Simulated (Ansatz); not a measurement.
**BH4 (doublet): one geometry, many settings at distance H1–H2 along a hydrogen transfer = 0.881 Å**

What do other methods and options give for BH4 (doublet) at this geometry, and how long do they take?

The runs use Ansatz 0.2.0, Gaussian basis; the settings change from run to run.

7 further runs of the same task are left out: 3 that didn't finish, 4 set aside as unsound or not needed.

## (1) The system

The geometry derives from fragments relaxed apart (PBE0/def2-TZVP) and kept rigid, so it is no stationary point. A hydrogen atom is moved between rigid fragments.

5 atoms, charge 0, spin multiplicity 2.

Atoms are counted from 1 here; the program's logs count them from 0.

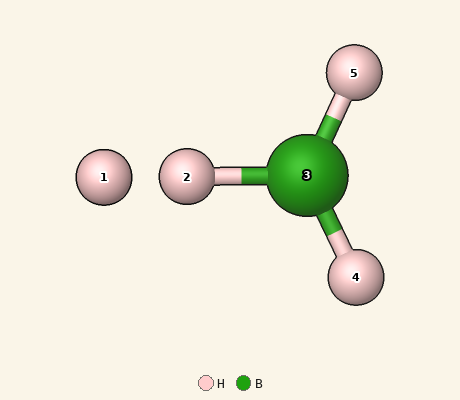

The structure; hydrogen pink, boron green; atoms are numbered from 1 in the order of the file.

## (2) CCSD(T) on UHF/6-31G*

in.yaml

```yaml
crystal:
  periodic: [false, false, false]
  atoms:
    - {symbol: H, position_ang: [-1.989556, 0.000000, 0.000000]}
    - {symbol: H, position_ang: [-1.108556, 0.000000, 0.000000]}
    - {symbol: B, position_ang: [0.163444, 0.000000, 0.000000]}
    - {symbol: H, position_ang: [0.672517, 0.000000, 1.077008]}
    - {symbol: H, position_ang: [0.672518, 0.000000, -1.077008]}
basis:
  gaussian: {orbitals: "6-31G*"}
magnetization: {spin_polarized: true, initial_magnetization: 1}
correlation: {method: ccsd_t, electrons: outside_noble_gas}
scf: {lower_state_search: off}
output: {forces: true}
```

Started as:

```sh
$ ansatz run in.yaml --threads 1 --pin off --events-out ev --progress --plain --max-ram 2393MiB
```

Log (excerpt; [...] marks lines left out):

```text
Functional definition: HF
  name "HF"
  cite "Fock, Z. Phys. 61, 126 (1930) doi:10.1007/BF01340294"
  parent pbe
[...]
267 factors; integrals over basis functions are off by at most 7.5e-4 eV
[...]
mean field -730.35258674 eV, -26.8399625121 hartree, gradient 1.5e-6 eV, S^2 0.765846; 0 other end points of the search recorded, 0 dependent functions left out
1 core orbitals not correlated: weight in the atoms' cores, before any rotation towards them, 1.000 or more for the frozen orbitals, at most 0.000 for the correlated occupied ones
reference -730.35258674 eV, -26.8399625121 hartree; 4, 3 occupied and 18, 19 virtual orbitals, 267 factors
second order -2.12710557 eV of doubles, -0.00000000 eV of singles
cycle   1  -2.54384471 eV  change   -4.2e-1 eV  update   4.7e-2
[...]
cycle  10  -2.72515276 eV  change   -1.1e-6 eV  update   7.0e-7
perturbative correction -0.04497074 eV, -0.0016526442 hartree
[...]
Total energy: -733.12271024 eV, -26.9417626729 hartree
Atom 0 at    -1.989556     0.000000     0.000000 Å, force    -2.834293    -0.000000    -0.000000 eV/Å
Atom 1 at    -1.108556     0.000000     0.000000 Å, force     0.890362    -0.000000     0.000000 eV/Å
Atom 2 at     0.163444     0.000000     0.000000 Å, force     1.283196    -0.000000     0.000000 eV/Å
Atom 3 at     0.672517     0.000000     1.077008 Å, force     0.330368    -0.000000    -0.046502 eV/Å
Atom 4 at     0.672518     0.000000    -1.077008 Å, force     0.330368    -0.000000     0.046502 eV/Å
Dipole moment:     0.179828    -0.000000     0.000000 e Å
Checks for a lower state left out: starts, cluster_reference, orbital_swaps, neighbouring_geometries, increment
```

It took 0.84 s on 1 thread of Arm Neoverse N1, shared host.

From the report: ⟨S²⟩ of the determinant 0.766 (pure doublet: 0.75); correlation -2.7701 eV; T1 0.011; largest double amplitude 0.04.

## (3) BCCD(T) on ROHF/6-31G

in.yaml: that of step 2 with these lines changed.

```diff
@@ -9,6 +9,5 @@
 basis:
-  gaussian: {orbitals: "6-31G*"}
-magnetization: {spin_polarized: true, initial_magnetization: 1}
-correlation: {method: ccsd_t, electrons: outside_noble_gas}
-scf: {lower_state_search: off}
-output: {forces: true}
+  gaussian: {orbitals: 6-31G}
+magnetization: {spin_polarized: false, initial_magnetization: 1}
+correlation: {method: bccd_t, electrons: outside_noble_gas}
+scf: {lower_state_search: full}
```

Same command.

Log (excerpt; [...] marks lines left out):

```text
Functional definition: HF
  name "HF"
  cite "Fock, Z. Phys. 61, 126 (1930) doi:10.1007/BF01340294"
  parent pbe
[...]
254 factors; integrals over basis functions are off by at most 4.8e-4 eV
[...]
mean field -729.87256318 eV, -26.8223219716 hartree, gradient 1.9e-6 eV, S^2 0.750000; 8 other end points of the search recorded, 0 dependent functions left out
[...]
determinant -729.87256318 eV, -26.8223219716 hartree, with singles and doubles -732.18354578 eV, -26.9072490155 hartree
determinant -728.90708168 eV, -26.7868411806 hartree, with singles and doubles -731.51256534 eV, -26.8825909392 hartree
1 core orbitals not correlated: weight in the atoms' cores, before any rotation towards them, 1.000 or more for the frozen orbitals, at most 0.000 for the correlated occupied ones
reference -729.87256318 eV, -26.8223219716 hartree; 4, 3 occupied and 12, 13 virtual orbitals, 254 factors
second order -1.67921086 eV of doubles, -0.09198807 eV of singles
cycle   1  -2.31362762 eV  change   -2.6e-3 eV  update   2.8e-3
[...]
cycle   7  -2.31201511 eV  change   -3.4e-6 eV  update   2.9e-6
perturbative correction -0.02757830 eV, -0.0010134838 hartree
Total energy: -732.21215659 eV, -26.9083004433 hartree
```

Run time: 0.78 s. Hardware: 1 thread of Arm Neoverse N1, shared host.

From the report: correlation -2.3396 eV; largest double amplitude 0.04.

## (4) CCSDT(Q)/B on UHF/6-31G

in.yaml: that of step 3 with these lines changed.

```diff
@@ -10,4 +10,3 @@
   gaussian: {orbitals: 6-31G}
-magnetization: {spin_polarized: false, initial_magnetization: 1}
-correlation: {method: bccd_t, electrons: outside_noble_gas}
-scf: {lower_state_search: full}
+magnetization: {spin_polarized: true, initial_magnetization: 1}
+correlation: {method: ccsdt_q_b, electrons: valence}
```

Same command.

Log (excerpt; [...] marks lines left out):

```text
Functional definition: HF
  name "HF"
  cite "Fock, Z. Phys. 61, 126 (1930) doi:10.1007/BF01340294"
  parent pbe
[...]
383 factors; integrals over basis functions are off by at most 2.1e-7 eV
[...]
mean field -730.03692182 eV, -26.8283620401 hartree, gradient 2.4e-6 eV, S^2 0.766216; 7 other end points of the search recorded, 0 dependent functions left out
determinant -730.03692182 eV, -26.8283620401 hartree, with singles and doubles -732.18516740 eV, -26.9073086090 hartree
determinant -729.00569892 eV, -26.7904652973 hartree, with singles and doubles -731.51260465 eV, -26.8825923840 hartree
1 core orbitals not correlated: weight in the atoms' cores, before any rotation towards them, 1.000 or more for the frozen orbitals, at most 0.000 for the correlated occupied ones
reference -730.03692182 eV, -26.8283620401 hartree; 4, 3 occupied and 12, 13 virtual orbitals, 383 factors
second order -1.60759216 eV of doubles, -0.00000000 eV of singles
cycle   1  -1.97694918 eV  change   -3.7e-1 eV  update   4.6e-2
[...]
cycle  12  -2.18490869 eV  change    2.3e-7 eV  update   6.6e-7
perturbative correction -0.00065446 eV, -0.0000240511 hartree
Total energy: -732.22248497 eV, -26.9086800046 hartree
```

Run time: 3.2 s. Hardware: 1 thread of Arm Neoverse N1, shared host.

From the report: ⟨S²⟩ of the determinant 0.766 (pure doublet: 0.75); correlation -2.1856 eV; T1 0.009; largest double amplitude 0.04.

## (5) CCSDT(Q) on UHF/6-31G

in.yaml: that of step 4 with these lines changed.

```diff
@@ -11,2 +11,3 @@
 magnetization: {spin_polarized: true, initial_magnetization: 1}
-correlation: {method: ccsdt_q_b, electrons: valence}
+correlation: {method: ccsdt_q, electrons: all}
+accuracy: high
```

Same command.

Log (excerpt; [...] marks lines left out):

```text
Functional definition: HF
  name "HF"
  cite "Fock, Z. Phys. 61, 126 (1930) doi:10.1007/BF01340294"
  parent pbe
[...]
405 factors; integrals over basis functions are off by at most 2.7e-9 eV
[...]
mean field -730.03692185 eV, -26.8283620411 hartree, gradient 2.5e-8 eV, S^2 0.766216; 7 other end points of the search recorded, 0 dependent functions left out
determinant -730.03692185 eV, -26.8283620411 hartree, with singles and doubles -732.21577730 eV, -26.9084335021 hartree
determinant -729.00569894 eV, -26.7904652983 hartree, with singles and doubles -731.54378778 eV, -26.8837383428 hartree
reference -730.03692185 eV, -26.8283620411 hartree; 5, 4 occupied and 12, 13 virtual orbitals, 405 factors
second order -1.63947854 eV of doubles, -0.00000000 eV of singles
cycle   1  -2.00824197 eV  change   -3.7e-1 eV  update   4.5e-2
[...]
cycle  20  -2.21617199 eV  change   4.7e-10 eV  update  6.0e-10
perturbative correction -0.00067409 eV, -0.0000247724 hartree
Total energy: -732.25376793 eV, -26.9098296320 hartree
```

Run time: 4.3 s. Hardware: 1 thread of Arm Neoverse N1, shared host.

From the report: ⟨S²⟩ of the determinant 0.766 (pure doublet: 0.75); correlation -2.2168 eV; T1 0.008; largest double amplitude 0.04.

## (6) All runs side by side

Where basis and cores are those of an earlier FCI/6-31G run (-732.2227 eV), and the state is the same kind, the miss against it is given.

| level | correlated | functions | energy (eV) | from FCI (meV) | time |
| --- | --- | --- | --- | --- | --- |
| CCSD(T) on UHF/6-31G* | outside noble gas | 23 | -733.1227 |  | 0.84 s |
| BCCD(T) on ROHF/6-31G | outside noble gas | 17 | -732.2122 | 10.5 | 0.78 s |
| CCSDT(Q)/B on UHF/6-31G | valence | 17 | -732.2225 | 0.2 | 3.2 s |
| CCSDT(Q) on UHF/6-31G | all | 17 | -732.2538 |  | 4.3 s |

## (7) Outcome

```
quantity                          value
    runs                              4
quickest  BCCD(T) on ROHF/6-31G, 0.78 s
 slowest   CCSDT(Q) on UHF/6-31G, 4.3 s
```

In words: Total energies in different bases, with other cores or another treatment of relativity can't be set against each other. CCSDT(Q) on UHF/6-31G took 5 times as long as BCCD(T) on ROHF/6-31G; the jobs differ in more than the method. Among the correlated runs with a miss given, it spans +0 to +11 meV.
